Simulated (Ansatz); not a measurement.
```xyz
17

C     0.7144    1.2464   -1.7237
C     1.3990    0.9915   -0.3884
Sn    1.0158   -0.9835    0.3823
C    -1.1159   -1.2707    0.5050
C    -1.8109   -0.1861    1.3158
H     0.9142    2.2572   -2.0932
H     1.0553    0.5478   -2.4926
H    -0.3716    1.1396   -1.6496
H     2.4815    1.1135   -0.4728
H     1.0619    1.7069    0.3665
H     1.7084   -1.1567    1.9435
H     1.7138   -2.1523   -0.6634
H    -1.5004   -1.3009   -0.5179
H    -1.2959   -2.2586    0.9357
H    -2.8928   -0.3461    1.3600
H    -1.4463   -0.1553    2.3462
H    -1.6497    0.8069    0.8868
```

Geometry: PBE0-D4/def2-TZVP; core potentials replace the inner electrons of Sn.

Theory: RKS PBE0-D4/def2-TZVPP in Ansatz.

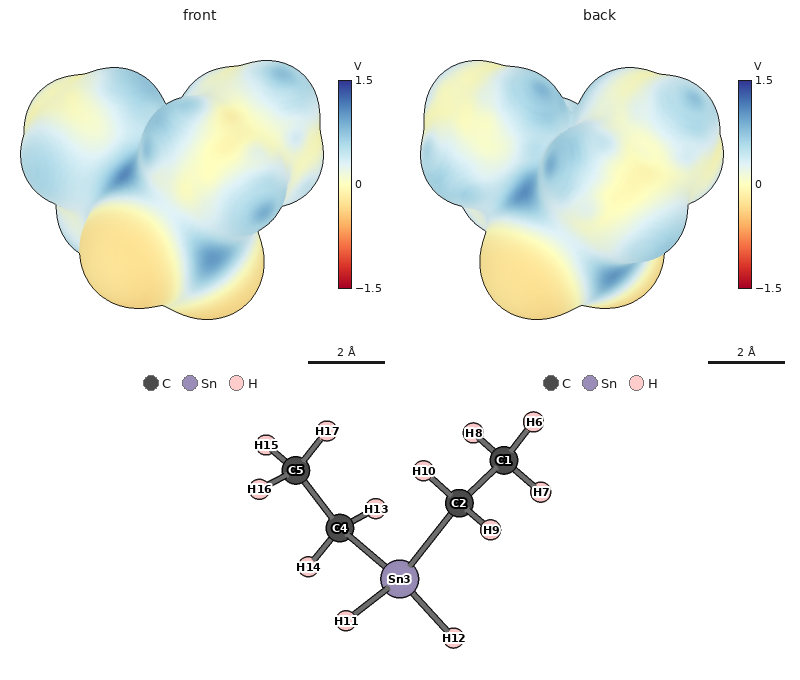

C4H12Sn (SMILES C[CH2][SnH2][CH2]C). The molecular electrostatic potential painted on the density surface at 0.002 e/bohr³, seen from the front and from behind; red is negative and blue positive. The bare structure is drawn below in the same view.

> Describe the electrostatic potential map.

The most negative region (about −0.3 V) lies over H11 and H12, the most positive (about +1.0 V) over Sn3.
